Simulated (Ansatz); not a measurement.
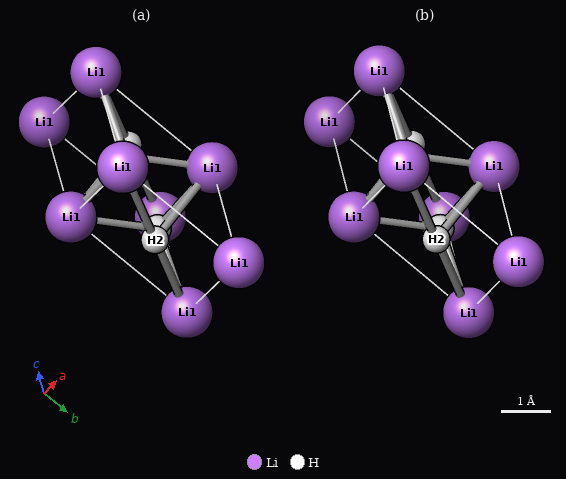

The structure of crystalline LiH₃ (built on the TiAl3 (D0_22)_139 type) before (left) and after (right) a relaxation, at one scale.

Style: ball-and-stick. Shown: the cell of the calculation, from a free direction.

Case: TiAl3 (D0_22) type (I4/mmm, No. 139).

Computed with DFT PBE, scalar-relativistic, plane waves, PAW (Ansatz 0.2.0).

The input:
```yaml
crystal:
  lattice:
    - [-1.521933376, 1.521933376, 2.2170008744]
    - [1.521933376, -1.521933376, 2.2170008744]
    - [1.521933376, 1.521933376, -2.2170008744]
  atoms:
    - { symbol: Li, position: [0.0, 0.0, 0.0] }
    - { symbol: H, position: [0.5, 0.5, 0.0] }
    - { symbol: H, position: [0.25, 0.75, 0.5] }
    - { symbol: H, position: [0.75, 0.25, 0.5] }
basis:
  ecutwfc: 420
kpoints:
  mp_grid: { grid: [22, 22, 22] }
hamiltonian:
  xc: pbe
scf:
  occupations: { method: gaussian, width: 0.1 }
output:
  forces: true
  stress: true
  eigenvalues: true
relax:
  adjacent_minimum: "off"
  f_tol: 0.01
  max_steps: 80
  cell: { stress_tol: 0.05 }
```

Launched with:
```bash
ansatz run input.yaml --threads 1 --pin off --max-ram 2560MiB --backend cpu --events-out ev --progress --plain --runs-dir out
```

Q: Summarise the run.

A: Over 4 accepted moves (6 points after the start) the energy falls by 1.2 meV per cell of the calculation. All forces vanish by symmetry, so only the cell relaxes. The pressure goes from 0.01 to 0.00 GPa. At 2 points the geometry stayed and the basis and grid were re-selected for the new cell (energy shift of 0.1 meV per cell of the calculation at most each time). The atoms keep their places relative to the cell (all moves are under 0.005 Å). The drawn cell changes at constant volume: a = b = c 3.090 → 3.074 Å (−0.5 %), α 121.0° → 120.0°, β 121.0° → 120.0°, γ 88.3° → 90.0°. Near-neighbour distances that change, for instance: Li1–H2 2.152 → 2.174 Å. The space group (tolerance 0.01 Å) goes from I4/mmm (No. 139) to Fm-3m (No. 225).
